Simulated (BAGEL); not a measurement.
**A workflow on InPH6 (SMILES [PH3+][InH3-])**

Wanted: the energy (HF/x2c-SVPall), then the energy (NEVPT2(2,2)/x2c-SVPall) of InPH6. 

The calculation is run with BAGEL 1.2.2.

1 further run of the same task is left out (set aside as unsound or not needed).

**1. The system as given**

InPH6 has 8 atoms, charge 0, and is taken as a singlet. SMILES: `[PH3+][InH3-]`. The In2–H7 distance was set to 3.982 Å, away from the relaxed value. At this shape a bond of the SMILES string is far longer than usual.

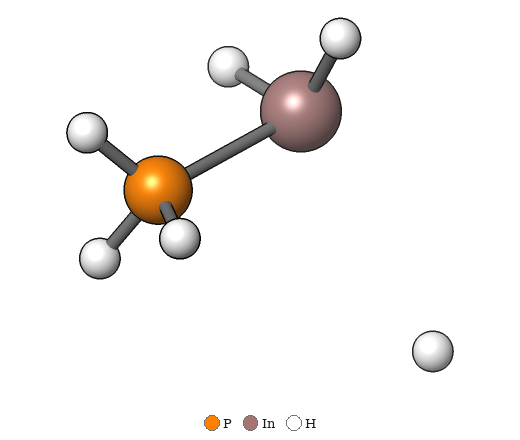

The structure, seen from a chosen angle (phosphorus orange, indium brown, hydrogen white).

**2. A single-point energy at HF/x2c-SVPall (DKH2, density fitting with AutoAux) (run 1)**

The input, calc.json:

```json
{ "bagel" : [

{
  "title" : "molecule",
  "basis" : "x2c-svpall.json",
  "df_basis" : "x2c-svpall-autoaux.json",
  "dkh" : "true",
  "geometry" : [
    { "atom" : "P", "xyz" : [    -4.93900710,    -0.47276601,    -0.16164528 ] },
    { "atom" : "In", "xyz" : [    -2.26447771,    -0.77984651,     4.35366632 ] },
    { "atom" : "H", "xyz" : [    -7.59256052,    -0.73694972,    -0.15257460 ] },
    { "atom" : "H", "xyz" : [    -4.42046625,    -2.20810151,    -2.11845669 ] },
    { "atom" : "H", "xyz" : [    -4.81334031,     1.75314239,    -1.62467125 ] },
    { "atom" : "H", "xyz" : [    -3.77380197,     1.75370931,     5.76926016 ] },
    { "atom" : "H", "xyz" : [     4.49017824,     0.26588447,     1.20734602 ] },
    { "atom" : "H", "xyz" : [    -3.23693078,    -3.82022687,     5.06987252 ] }
  ]
},

{
  "title" : "hf"
},

{
  "title" : "print",
  "file" : "orbitals.molden",
  "orbitals" : "true"
}

]}
```

The basis set x2c-SVPall is read from a file made from the Basis Set Exchange's data (not shown).

Command:

```bash
$ BAGEL_NUM_THREADS=1 BAGEL calc.json > calc.out
```

Standard output:

```text
* using 1 threads per process

  ===============================================================
  ===============================================================

  *** Geometry ***

  { "atom" : "P", "xyz" : [     -4.939007,     -0.472766,     -0.161645 ] },
  { "atom" : "In", "xyz" : [     -2.264478,     -0.779847,      4.353666 ] },
  { "atom" : "H", "xyz" : [     -7.592561,     -0.736950,     -0.152575 ] },
  { "atom" : "H", "xyz" : [     -4.420466,     -2.208102,     -2.118457 ] },
  { "atom" : "H", "xyz" : [     -4.813340,      1.753142,     -1.624671 ] },
  { "atom" : "H", "xyz" : [     -3.773802,      1.753709,      5.769260 ] },
  { "atom" : "H", "xyz" : [      4.490178,      0.265884,      1.207346 ] },
  { "atom" : "H", "xyz" : [     -3.236931,     -3.820227,      5.069873 ] },

  Number of auxiliary basis functions:      647

  Since a DF basis is specified, we compute 2- and 3-index integrals:
    o Being stored without compression. Storage requirement is 0.037 GB

  Number of basis functions:       84
  Number of electrons      :       70

    * METHOD: MOLECULE                             0.39

  *** RHF ***

  === Nuclear Repulsion ===
   222.6460365592

      * DIIS with orbital gradients will be used.

  === RHF iteration (x2c-svpall.json) ===
      0      -6220.78261975          0.00722628           0.15
      1      -6220.85866972          0.00306495           0.14
      2      -6220.86972992          0.00114103           0.14
      3      -6220.87128258          0.00017811           0.14
      4      -6220.87132355          0.00004057           0.14
      5      -6220.87132665          0.00000817           0.14
      6      -6220.87132680          0.00000180           0.14
      7      -6220.87132681          0.00000044           0.14
      8      -6220.87132681          0.00000012           0.14
      9      -6220.87132681          0.00000004           0.14
     10      -6220.87132681          0.00000001           0.15
     11      -6220.87132681          0.00000000           0.14
    * SCF iteration converged.

    * Permanent dipole moment:
           (    3.300985,     0.261487,     0.457854) a.u.

    * METHOD: HF                                   2.19

    * METHOD: PRINT                                0.02

  ===============================================================
```

Run time: 2.7 s. Hardware: 1 thread of Arm Neoverse V1, shared host; peak memory 0.17 GiB.

**3. A single-point energy at NEVPT2(2,2)/x2c-SVPall (DKH2, density fitting with AutoAux) (run 2)**

The input, job.json:

```json
{ "bagel" : [

{
  "title" : "molecule",
  "basis" : "x2c-svpall.json",
  "df_basis" : "x2c-svpall-autoaux.json",
  "angstrom" : false,
  "dkh" : true,
  "geometry" : [
    { "atom" : "P", "xyz" : [    -4.93900710,    -0.47276601,    -0.16164528 ] },
    { "atom" : "In", "xyz" : [    -2.26447771,    -0.77984651,     4.35366632 ] },
    { "atom" : "H", "xyz" : [    -7.59256052,    -0.73694972,    -0.15257460 ] },
    { "atom" : "H", "xyz" : [    -4.42046625,    -2.20810151,    -2.11845669 ] },
    { "atom" : "H", "xyz" : [    -4.81334031,     1.75314239,    -1.62467125 ] },
    { "atom" : "H", "xyz" : [    -3.77380197,     1.75370931,     5.76926016 ] },
    { "atom" : "H", "xyz" : [     4.49017824,     0.26588447,     1.20734602 ] },
    { "atom" : "H", "xyz" : [    -3.23693078,    -3.82022687,     5.06987252 ] }
  ]
},

{
  "title" : "hf"
},

{
  "title" : "nevpt2",
  "nstate" : 1,
  "nact" : 2,
  "nclosed" : 34,
  "active" : [35, 36],
  "maxiter" : 200,
  "natocc" : true,
  "ncore" : 23
},

{
  "title" : "print",
  "file" : "orbitals.molden",
  "orbitals" : true
}

]}
```

The basis set x2c-SVPall is read from a file made from the Basis Set Exchange's data (not shown).

Command:

```bash
$ BAGEL_NUM_THREADS=1 BAGEL job.json > job.out
```

Standard output:

```text
* using 1 threads per process

  ===============================================================
  ===============================================================

  *** Geometry ***

  { "atom" : "P", "xyz" : [     -4.939007,     -0.472766,     -0.161645 ] },
  { "atom" : "In", "xyz" : [     -2.264478,     -0.779847,      4.353666 ] },
  { "atom" : "H", "xyz" : [     -7.592561,     -0.736950,     -0.152575 ] },
  { "atom" : "H", "xyz" : [     -4.420466,     -2.208102,     -2.118457 ] },
  { "atom" : "H", "xyz" : [     -4.813340,      1.753142,     -1.624671 ] },
  { "atom" : "H", "xyz" : [     -3.773802,      1.753709,      5.769260 ] },
  { "atom" : "H", "xyz" : [      4.490178,      0.265884,      1.207346 ] },
  { "atom" : "H", "xyz" : [     -3.236931,     -3.820227,      5.069873 ] },

  Number of auxiliary basis functions:      647

  Since a DF basis is specified, we compute 2- and 3-index integrals:
    o Being stored without compression. Storage requirement is 0.037 GB

  Number of basis functions:       84
  Number of electrons      :       70

    * METHOD: MOLECULE                             0.39

  *** RHF ***

  === Nuclear Repulsion ===
   222.6460365592

      * DIIS with orbital gradients will be used.

  === RHF iteration (x2c-svpall.json) ===
      0      -6220.78261975          0.00722628           0.15
      1      -6220.85866972          0.00306495           0.14
      2      -6220.86972992          0.00114103           0.14
      3      -6220.87128258          0.00017811           0.14
      4      -6220.87132355          0.00004057           0.14
      5      -6220.87132665          0.00000817           0.14
      6      -6220.87132680          0.00000180           0.14
      7      -6220.87132681          0.00000044           0.14
      8      -6220.87132681          0.00000012           0.14
      9      -6220.87132681          0.00000004           0.14
     10      -6220.87132681          0.00000001           0.14
     11      -6220.87132681          0.00000000           0.14
    * SCF iteration converged.

    * Permanent dipole moment:
           (    3.300985,     0.261487,     0.457854) a.u.

    * METHOD: HF                                   2.16

    * freezing 23 orbitals
  ---------------------------
      CASSCF calculation
  ---------------------------

    ==== Active orbitals : =====
         Orbital 35
         Orbital 36
    ============================

    * nstate   :      1
    * nclosed  :     34
    * nact     :      2
    * nvirt    :     48
  === CASSCF iteration (x2c-svpall.json) ===

    * Using the second-order algorithm

      0  0     -6220.92415730     5.65e-03      0.04

      1  0     -6220.95205081     6.16e-04      0.64

      2  0     -6220.95236717     2.08e-04      0.65

      3  0     -6220.95239761     7.24e-05      0.66

      4  0     -6220.95240127     2.50e-05      0.68

      5  0     -6220.95240170     8.61e-06      0.65

      6  0     -6220.95240175     2.96e-06      0.67

      7  0     -6220.95240176     1.02e-06      0.67

      8  0     -6220.95240176     3.50e-07      0.64

      9  0     -6220.95240176     1.20e-07      0.61

     10  0     -6220.95240176     4.14e-08      0.58

     11  0     -6220.95240176     1.42e-08      0.52

     12  0     -6220.95240176     4.91e-09      0.50

    * Second-order optimization converged. *

     guess   0:   closed 1.                   open ..

  === FCI iteration ===

      0  0     -6220.84774584     8.00e-02      0.00
      1  0     -6220.94364534     2.38e-02      0.00
      2  0 *   -6220.95240176     2.01e-16      0.00

     * ci vector, state   0, <S^2> = 0.0000
       2.     0.8274995482
       .2    -0.5614663816

  === DF-NEVPT2 calculation ===

    * 3-index integral transformation done
    * assembly done

      NEVPT2 correlation energy:   -0.2399019913      0.12

          (+0)     -0.1980662443
          (+0)'    -0.0197421731
          (+1)     -0.0047849484
          (+1)'    -0.0024103102
          (+2)     -0.0000621756
          (-1)     -0.0130837732
          (-1)'    -0.0014123584
          (-2)     -0.0003400081

      NEVPT2 total energy:       -6221.1923037506

    * METHOD: NEVPT2                               8.32

    * METHOD: PRINT                                0.02

  ===============================================================
```

It took 11 s on 1 thread of Arm Neoverse V1, shared host; peak memory 0.18 GiB.

**4. Summary of results**

| quantity | value |
| --- | --- |
| run 1, HF/x2c-SVPall: total energy | -6220.87133 Eh |
| run 1, HF/x2c-SVPall: dipole moment | 8.50 D |
| run 1, HF/x2c-SVPall: HOMO energy | -6.25 eV |
| run 1, HF/x2c-SVPall: LUMO energy | -0.61 eV |
| run 1, HF/x2c-SVPall: HOMO–LUMO gap | 5.64 eV |
| run 2, NEVPT2(2,2)/x2c-SVPall: total energy | -6221.19230 Eh |

**Reading.** One bond (run 1, HF/x2c-SVPall) is far stretched, which a spin-restricted single reference describes badly; a broken-symmetry solution may lie lower.
